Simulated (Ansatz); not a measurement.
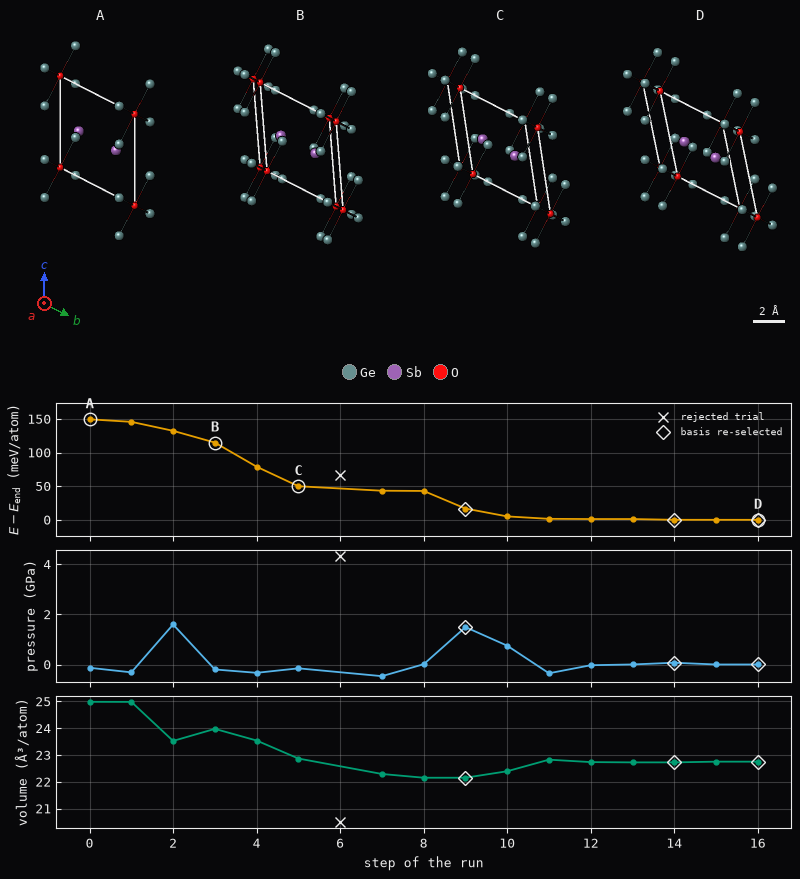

Frames of a relaxation of crystalline Ge$_{4}$Sb$_{2}$O (a generated structure, set up in I4/mmm), marked on the history of the run. Style: ball-and-stick. Shown: the cell of the calculation, along the a axis.

These are results of DFT PBE, scalar-relativistic, plane waves, PAW in Ansatz, not measurements.

Input
```yaml
crystal:
  lattice:
    - [-3.7258651346, 3.7258651346, 3.149823533]
    - [3.7258651346, -3.7258651346, 3.149823533]
    - [3.7258651346, 3.7258651346, -3.149823533]
  atoms:
    - { symbol: Ge, position: [0.2069767847, 0.2069767847, 0.4139535695] }
    - { symbol: Ge, position: [0.7930232153, 0.7930232153, 0.5860464305] }
    - { symbol: Ge, position: [0.2069767847, 0.7930232153, 0.0] }
    - { symbol: Ge, position: [0.7930232153, 0.2069767847, 0.0] }
    - { symbol: Sb, position: [0.75, 0.25, 0.5] }
    - { symbol: Sb, position: [0.25, 0.75, 0.5] }
    - { symbol: O, position: [0.0, 0.0, 0.0] }
basis:
  ecutwfc: 420
kpoints:
  mp_grid: { grid: [8, 8, 8] }
hamiltonian:
  xc: pbe
scf:
  occupations: { method: gaussian, width: 0.1 }
output:
  forces: true
  stress: true
  eigenvalues: true
  write_density: true
  write_potential: true
  elf: true
  volumetric_format: npy
relax:
  adjacent_minimum: "off"
  f_tol: 0.01
  max_steps: 80
  cell: { stress_tol: 0.05 }
```

Command:
```bash
ansatz run input.yaml --threads 1 --pin off --max-ram 2048MiB --backend cpu --events-out ev --progress --plain --runs-dir out
```

**Describe the path.**

The largest moves relative to the cell, 0.31 Å, are those of Ge1, Ge2, Ge3 and Ge4. Ge2 goes along [−1 −1 −2]. Sb and O stay in place. The volume changes by −8.9 %, with a = b = c 6.139 → 6.024 Å (−1.9 %), α 105.3° → 117.8°, β 105.3° → 117.8°, γ 118.3° → 93.8°. Near-neighbour distances that change, for instance: Ge1–O7 2.181 → 2.134 Å. The space group stays I4/mmm (No. 139). The energy falls by 149 meV per atom in 12 accepted moves (16 points after the start). The largest force component goes from 0.022 to 0.0025 eV/Å. The pressure goes from −0.13 to 0.00 GPa. The line search rejected the trial step at point 6 of the run. The SCF was repeated 3 times at an unchanged geometry on a basis and grid sized afresh for the cell, which shifted the energy by 26.2 meV per atom at most. Cost: 8.6 min on 1 thread of Arm Neoverse V2, with other jobs on the host, peak memory 0.73 GiB. From step 0 to 3: Ge atoms move most (0.14 Å), volume −4.0 %, energy −34.6 meV per atom. From step 3 to 5: Ge atoms move most (0.10 Å), volume −4.6 %, energy −64.9 meV per atom. From step 5 to 16: Ge atoms move most (0.09 Å), volume −0.5 %, energy −49.9 meV per atom.
